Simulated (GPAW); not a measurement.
# IBr (iodine monobromide) in GPAW

Aim: the charge distribution of IBr (iodine monobromide).

Program for the calculation: GPAW 26.7.0.

6 further runs of the same task are left out: 5 that didn't finish, 1 set aside as unsound or not needed. Runs told in other sessions of the task aren't counted.

## (1) The system as given

IBr has 2 atoms, charge 0, and is taken as a singlet. As SMILES, `BrI`. The coordinates come from a GFN2-xTB relaxation.

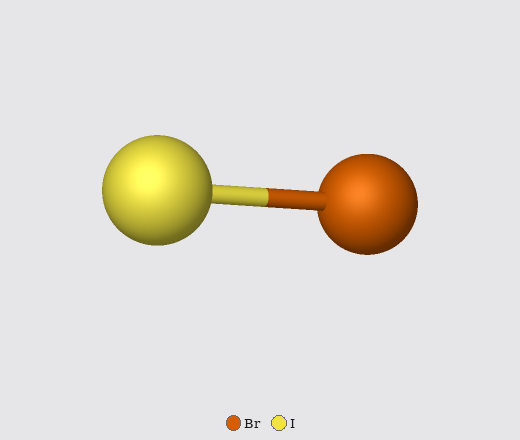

Viewed from a chosen angle; bromine orange, iodine yellow.

## (2) The run

Input file sp.py:

```python
import numpy as np
from ase import Atoms
from ase.units import Bohr, Debye
from gpaw import GPAW

positions_bohr = np.array(
              [[  0.000000,   0.000000,   0.000000],
               [  0.000000,   0.000000,   4.644890]])
atoms = Atoms(["Br", "I"], positions=positions_bohr * Bohr)
atoms.center(vacuum=4.5)

gpaw_calc = GPAW(mode="lcao", maxiter=90, xc="HSE06", h=0.25, basis="dzp", txt="-")
atoms.calc = gpaw_calc

energy = atoms.get_potential_energy()
print(f"Energy: {energy:.5f} eV")
forces = atoms.get_forces()
print("Forces (eV/Ang)")
for symbol, f in zip(atoms.symbols, forces):
    print(f'{symbol:2} {f[0]:9.4f} {f[1]:9.4f} {f[2]:9.4f}')
dipole = atoms.get_dipole_moment() / Debye
print(f"Dipole: {np.linalg.norm(dipole):.3f} D")
homo, lumo = gpaw_calc.get_homo_lumo()
print(f"HOMO                    {homo:.3f} eV")
print(f"LUMO: {lumo:.3f} eV")
print(f"Gap = {lumo - homo:.3f} eV")
```

Run with:

```
$ python sp.py > sp.log
```

What it wrote:

```text
__  _  _
 | _ |_)|_||  |
 |__||  | ||/\| - 26.7.0

units:  Angstrom and eV
cores:  1
OpenMP: False

Versions:
  Python: 3.12.14
  ASE:    3.29.0
  Numpy:  2.5.5
  Scipy:  1.18.1
  Libxc:  7.0.0

        _gpaw.cpython-312-x86_64-linux-gnu.so

Input parameters:
  mode=LCAO(),
  basis={'default': 'dzp'},
  h=0.25,
  maxiter=90,
  xc=XC(name='HSE06')
gpaw.dft.LegacyGPAWError
```

It took 1.1 s on 1 thread of Intel Xeon Platinum 8259CL at 2.50GHz (Skylake/Cascade Lake), shared host; peak memory 0.13 GiB.

## (3) Reading the log

The program refused the input.

The telling line is `gpaw.dft.LegacyGPAWError`. The fault: this mode of the program doesn't offer hybrid functionals. The sound input differs in these keys, not all of which need be the cause: mode pw in place of lcao; functional RPBE in place of HSE06.
